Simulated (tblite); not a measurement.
# Geometry relaxation, with input and output: C$_{4}$H$_{13}$BN$_{2}$Si (part 1 of 2)

C$_{4}$H$_{13}$BN$_{2}$Si, SMILES N[SiH2]NBC1CCC1, computed with GFN2-xTB geometry optimisation, gas phase (tblite 0.8.0).

It belongs to a series of runs on one base structure; here: H on B replaced by cBu.

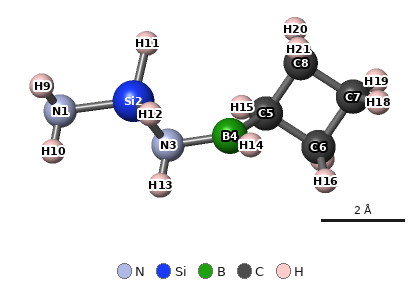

The input geometry (ball-and-stick view, seen at a tilt; atoms are numbered from 1 in the order of the input).

## Key numbers

```tsv
quantity	value
outcome	converged
total energy	−654.5724 eV
hardware	1 CPU thread, shared host
wall time	2.1 s
peak memory	0.18 GiB
```

## Input
```
{"job": {"kind": "relax", "xc": "GFN2-xTB", "basis": "xTB"}, "charge": 0, "multiplicity": 1}
N      4.303200    -0.198000     0.372000
Si     2.654500     0.496700     0.132800
N      1.489600    -0.841700    -0.074100
B      0.109600    -0.201500    -0.292100
C     -1.074500    -0.521000     0.757000
C     -2.387900    -0.941200     0.084100
C     -3.063100     0.305300     0.642300
C     -1.750400     0.734800     1.305000
H      4.956500     0.609700     0.452400
H      4.533300    -0.697200    -0.506400
H      2.291600     1.282400     1.325700
H      2.655500     1.356600    -1.044200
H      1.723400    -1.329800    -0.954100
H     -0.080800     0.507100    -1.207900
H     -0.770000    -1.211000     1.559500
H     -2.366000    -0.942000    -1.014200
H     -2.793000    -1.873900     0.526000
H     -3.392000     0.999000    -0.151800
H     -3.855100     0.061900     1.394900
H     -1.814700     0.722800     2.417100
H     -1.378800     1.698000     0.892600
```

The first line tells a small driver script what to run in tblite; the rest is the geometry in Å.

Command:
```bash
OMP_NUM_THREADS=1 python <driver script> task.json out
```

## Log
```
step      E/eV     max force
  0    -653.08406    2.205
  1    -653.35982    1.302
  2    -653.48149    0.589
  3    -653.51776    0.679
  4    -653.55736    0.542
  5    -653.57358    0.419
  6    -653.59947    0.594
  7    -653.61813    0.516
  8    -653.63489    0.271
  9    -653.64513    0.193
 10    -653.65704    0.289
 11    -653.67104    0.424
 12    -653.68585    0.413
 13    -653.69667    0.277
 14    -653.70251    0.177
 15    -653.70669    0.264
 16    -653.71349    0.390
 17    -653.72203    0.367
 18    -653.73110    0.210
 19    -653.74126    0.272
 20    -653.75567    0.332
 21    -653.77345    0.425
 22    -653.79258    0.415
 23    -653.81396    0.410
 24    -653.83744    0.439
 25    -653.86117    0.563
 26    -653.87786    0.880
 27    -653.92184    0.551
 28    -653.95757    0.461
 29    -653.98898    0.448
 30    -654.02116    0.635
 31    -654.06692    0.612
 32    -654.09531    0.486
 33    -654.11854    0.556
 34    -654.14225    0.427
 35    -654.17421    0.326
 36    -654.19018    0.494
 37    -654.20931    0.438
 38    -654.23060    0.383
 39    -654.25405    0.322
 40    -654.27173    0.288
 41    -654.28566    0.348
 42    -654.29624    0.236
 43    -654.30774    0.251
 44    -654.32072    0.348
 45    -654.33478    0.369
 46    -654.34969    0.292
 47    -654.36146    0.218
 48    -654.36948    0.240
 49    -654.37750    0.272
 50    -654.38583    0.184
 51    -654.39414    0.172
 52    -654.40012    0.158
 53    -654.40614    0.195
 54    -654.41246    0.197
 55    -654.41936    0.173
 56    -654.42698    0.170
 57    -654.43496    0.214
 58    -654.44154    0.180
 59    -654.44643    0.166
 60    -654.45135    0.167
 61    -654.45755    0.243
 62    -654.46421    0.197
 63    -654.46919    0.141
 64    -654.47252    0.128
 65    -654.47532    0.138
 66    -654.47863    0.144
 67    -654.48179    0.092
 68    -654.48381    0.087
 69    -654.48535    0.080
 70    -654.48701    0.092
 71    -654.48859    0.097
 72    -654.48962    0.064
 73    -654.49018    0.051
 74    -654.49062    0.048
 75    -654.49113    0.048
 76    -654.49174    0.059
 77    -654.49249    0.080
 78    -654.49340    0.090
 79    -654.49450    0.099
 80    -654.49566    0.075
 81    -654.49669    0.064
 82    -654.49750    0.058
 83    -654.49819    0.075
 84    -654.49886    0.076
 85    -654.49959    0.065
 86    -654.50036    0.056
 87    -654.50111    0.057
 88    -654.50173    0.055
 89    -654.50217    0.033
 90    -654.50245    0.026
 91    -654.50261    0.021
 92    -654.50272    0.023
 93    -654.50281    0.022
 94    -654.50292    0.020
 95    -654.50306    0.024
 96    -654.50322    0.030
 97    -654.50337    0.023
 98    -654.50348    0.022
 99    -654.50357    0.022
100    -654.50368    0.024
101    -654.50384    0.025
102    -654.50403    0.035
103    -654.50424    0.033
104    -654.50446    0.028
105    -654.50469    0.031
106    -654.50492    0.032
107    -654.50513    0.041
108    -654.50535    0.039
109    -654.50559    0.039
110    -654.50589    0.040
111    -654.50620    0.048
112    -654.50642    0.034
113    -654.50664    0.052
114    -654.50687    0.037
115    -654.50714    0.039
116    -654.50723    0.072
117    -654.50742    0.027
118    -654.50750    0.024
119    -654.50770    0.031
120    -654.50785    0.038
121    -654.50809    0.050
122    -654.50825    0.044
123    -654.50834    0.021
124    -654.50839    0.020
125    -654.50845    0.020
126    -654.50854    0.035
127    -654.50866    0.038
128    -654.50881    0.038
129    -654.50897    0.028
130    -654.50909    0.022
131    -654.50921    0.037
132    -654.50941    0.038
133    -654.50983    0.058
134    -654.51075    0.089
135    -654.51212    0.110
136    -654.51337    0.185
137    -654.51522    0.171
138    -654.51592    0.169
139    -654.51785    0.118
140    -654.51901    0.144
141    -654.52091    0.153
142    -654.52678    0.160
143    -654.52877    0.130
144    -654.52411    0.311
145    -654.53199    0.102
146    -654.53360    0.091
147    -654.53389    0.255
148    -654.53784    0.140
149    -654.53873    0.105
150    -654.54024    0.162
151    -654.54140    0.105
152    -654.54445    0.091
153    -654.54738    0.105
154    -654.54889    0.258
155    -654.55000    0.139
156    -654.55154    0.080
157    -654.55247    0.078
158    -654.55333    0.157
159    -654.55400    0.068
160    -654.55456    0.075
161    -654.55501    0.063
162    -654.55532    0.041
163    -654.55548    0.034
164    -654.55568    0.038
165    -654.55582    0.033
166    -654.55596    0.043
167    -654.55608    0.037
168    -654.55623    0.037
169    -654.55640    0.027
170    -654.55663    0.033
171    -654.55693    0.031
172    -654.55734    0.048
173    -654.55786    0.045
174    -654.55841    0.043
175    -654.55689    0.278
176    -654.55907    0.048
177    -654.55935    0.036
178    -654.56011    0.119
179    -654.56039    0.046
180    -654.56059    0.032
181    -654.56087    0.027
182    -654.56103    0.023
183    -654.56118    0.022
184    -654.56134    0.028
185    -654.56152    0.033
186    -654.56171    0.030
187    -654.56186    0.025
188    -654.56195    0.046
189    -654.56204    0.025
190    -654.56214    0.022
191    -654.56236    0.022
192    -654.56249    0.021
193    -654.56269    0.029
194    -654.56287    0.029
195    -654.56317    0.049
196    -654.56298    0.109
197    -654.56372    0.071
198    -654.56395    0.062
199    -654.56444    0.050
200    -654.56475    0.039
201    -654.56501    0.058
202    -654.56553    0.063
203    -654.56578    0.058
204    -654.56620    0.040
205    -654.56667    0.075
206    -654.56718    0.098
207    -654.56754    0.056
208    -654.56796    0.059
209    -654.56845    0.042
210    -654.56881    0.051
211    -654.56914    0.050
212    -654.56942    0.034
213    -654.56966    0.036
214    -654.56990    0.040
215    -654.57019    0.046
216    -654.57049    0.050
217    -654.57076    0.041
218    -654.57097    0.034
219    -654.57111    0.058
220    -654.57123    0.035
221    -654.57134    0.028
222    -654.57146    0.024
223    -654.57154    0.030
224    -654.57162    0.031
225    -654.57169    0.024
226    -654.57175    0.025
227    -654.57182    0.032
228    -654.57190    0.034
229    -654.57199    0.025
230    -654.57207    0.014
231    -654.57213    0.012
232    -654.57218    0.021
233    -654.57222    0.022
234    -654.57227    0.014
235    -654.57232    0.014
236    -654.57237    0.012
237    -654.57240    0.010
```

## Trajectory as extended XYZ (Å, eV, eV/Å), 11 of the 238 frames kept, from step=0 to step=237
```
21
Properties=species:S:1:pos:R:3:forces:R:3 step=0 energy=-653.08406
N     4.3032   -0.1980    0.3720   -0.7980   1.1540  -1.1540
Si    2.6545    0.4967    0.1328    0.4460  -1.2470   0.6950
N     1.4896   -0.8417   -0.0741   -0.8420   1.6990  -1.1250
B     0.1096   -0.2015   -0.2921    0.9860  -1.3190   1.0410
C    -1.0745   -0.5210    0.7570    1.6840  -0.1390  -0.5740
C    -2.3879   -0.9412    0.0841   -0.4020  -0.5350   0.1050
C    -3.0631    0.3053    0.6423   -0.7840   0.2340   0.3630
C    -1.7504    0.7348    1.3050   -0.3960   0.6460   0.5810
H     4.9565    0.6097    0.4524   -0.5220  -1.1000  -0.0330
H     4.5333   -0.6972   -0.5064    0.1800   0.2870   0.9120
H     2.2916    1.2824    1.3257    0.0870  -0.2320  -0.1850
H     2.6555    1.3566   -1.0442    0.0170   0.3290  -0.2460
H     1.7234   -1.3298   -0.9541   -0.0530   0.2040   0.6960
H    -0.0808    0.5071   -1.2079   -0.0380  -0.1600  -0.0490
H    -0.7700   -1.2110    1.5595   -0.0210   0.2120  -0.3300
H    -2.3660   -0.9420   -1.0142   -0.0130  -0.4210   0.4050
H    -2.7930   -1.8739    0.5260    0.1840   0.3760  -0.6980
H    -3.3920    0.9990   -0.1518   -0.2350  -0.3180   0.6260
H    -3.8551    0.0619    1.3949    0.3390   0.4880  -0.8740
H    -1.8147    0.7228    2.4171    0.2150   0.4370  -0.7960
H    -1.3788    1.6980    0.8926   -0.0330  -0.5940   0.6410
21
Properties=species:S:1:pos:R:3:forces:R:3 step=24 energy=-653.83744
N     4.0852   -0.2400    0.3189   -0.0050   0.0990   0.0120
Si    2.6382    0.7047    0.2048    0.0140  -0.1910   0.0330
N     1.4627   -0.4800   -0.2923   -0.0250   0.1240  -0.0630
B     0.0599   -0.2934   -0.5004    0.0170  -0.0190  -0.0290
C    -0.9869   -0.4674    0.6710   -0.0600  -0.0540   0.0510
C    -2.3591   -0.9718    0.1617   -0.1480   0.0140  -0.1260
C    -3.0341    0.3055    0.6726    0.0210   0.0080   0.1510
C    -1.7038    0.7539    1.2899    0.0250   0.1830   0.0020
H     4.9359    0.1908    0.6527   -0.2130  -0.0280  -0.0540
H     4.3021   -0.8618   -0.4465    0.0220   0.0350   0.0860
H     2.3941    1.3904    1.4852   -0.0770  -0.3730  -0.0730
H     2.7205    1.8007   -0.7874   -0.0010  -0.0200  -0.0980
H     1.8257   -1.1506   -0.9653    0.1160   0.4230  -0.0130
H    -0.3800   -0.1550   -1.5974    0.2350  -0.1680   0.0550
H    -0.5775   -1.1041    1.4516    0.0900  -0.1000   0.1010
H    -2.4104   -1.0865   -0.9129    0.0100  -0.0050  -0.2840
H    -2.7265   -1.9034    0.5870    0.0650   0.0570   0.2670
H    -3.4092    0.9638   -0.1167    0.0690  -0.1340   0.1600
H    -3.8192    0.1334    1.4033   -0.1510   0.0470  -0.0040
H    -1.6848    0.7700    2.3777   -0.0950  -0.1270   0.0390
H    -1.3417    1.7179    0.9591    0.0890   0.2280  -0.2140
21
Properties=species:S:1:pos:R:3:forces:R:3 step=47 energy=-654.36146
N     3.9085   -0.2983    0.3819   -0.0830   0.0430   0.0260
Si    2.5503    0.7564    0.3032   -0.1380   0.0560  -0.0600
N     1.3871   -0.0329   -0.7330   -0.1500   0.0980   0.1070
B     0.0734   -0.5110   -0.6594   -0.0300  -0.1190   0.0250
C    -0.9215   -0.4888    0.5890    0.0370  -0.0030   0.0190
C    -2.3559   -1.0035    0.2998    0.1020  -0.0400  -0.0460
C    -2.9441    0.3513    0.7176    0.0120  -0.0930  -0.0080
C    -1.5458    0.8149    1.1515    0.0090   0.0510  -0.0180
H     4.7277    0.0068    0.8806    0.0080  -0.1250  -0.1200
H     4.1225   -0.9625   -0.3453    0.0520   0.1250   0.0830
H     2.0229    0.8956    1.6451   -0.1040  -0.0010   0.1920
H     2.8457    2.0875   -0.2781   -0.0280  -0.1290  -0.0230
H     1.7827   -0.1804   -1.6495    0.0880  -0.0400  -0.0580
H    -0.2997   -1.1122   -1.6042   -0.0370   0.0850  -0.1100
H    -0.4548   -1.0619    1.3950    0.0540  -0.0070   0.0120
H    -2.5312   -1.2679   -0.7419   -0.0450  -0.0540   0.0440
H    -2.6523   -1.8411    0.9350   -0.0530   0.1080  -0.0810
H    -3.3763    0.9234   -0.1041    0.1410  -0.0390  -0.0310
H    -3.6971    0.3004    1.5030    0.0760   0.0150   0.1060
H    -1.4491    0.9000    2.2329    0.0450   0.0500  -0.0070
H    -1.2018    1.7411    0.6975    0.0430   0.0200  -0.0530
21
Properties=species:S:1:pos:R:3:forces:R:3 step=71 energy=-654.48859
N     3.6921   -0.3069    0.4624    0.0410   0.0040   0.0160
Si    2.3282    0.7430    0.4227   -0.0170  -0.0030   0.0230
N     1.3032    0.0254   -0.7934   -0.0050  -0.0200  -0.0950
B     0.0448   -0.5709   -0.7779   -0.0300  -0.0260   0.0230
C    -0.8328   -0.5981    0.5406   -0.0580   0.0290   0.0230
C    -2.3048   -1.0487    0.3924   -0.0010  -0.0040   0.0150
C    -2.7804    0.3719    0.7269    0.0140  -0.0140  -0.0090
C    -1.3313    0.7958    1.0026   -0.0190   0.0370   0.0240
H     4.5181   -0.0550    0.9761    0.0080   0.0110   0.0330
H     3.9343   -0.8536   -0.3473    0.0180   0.0100  -0.0110
H     1.7419    0.7436    1.7589   -0.0160  -0.0250  -0.0590
H     2.6035    2.1197   -0.0354   -0.0050  -0.0240  -0.0020
H     1.7443    0.0248   -1.7044    0.0250   0.0170   0.0610
H    -0.3647   -1.0333   -1.7805   -0.0030   0.0040  -0.0250
H    -0.3184   -1.1287    1.3466    0.0050   0.0250  -0.0510
H    -2.5760   -1.3951   -0.6041    0.0050  -0.0090   0.0300
H    -2.6192   -1.7974    1.1188    0.0070   0.0040  -0.0110
H    -3.2327    0.8905   -0.1174   -0.0040  -0.0090   0.0220
H    -3.4538    0.4424    1.5815    0.0260   0.0140  -0.0320
H    -1.1339    1.0196    2.0498    0.0210  -0.0110  -0.0020
H    -0.9715    1.6280    0.3978   -0.0120  -0.0100   0.0260
```
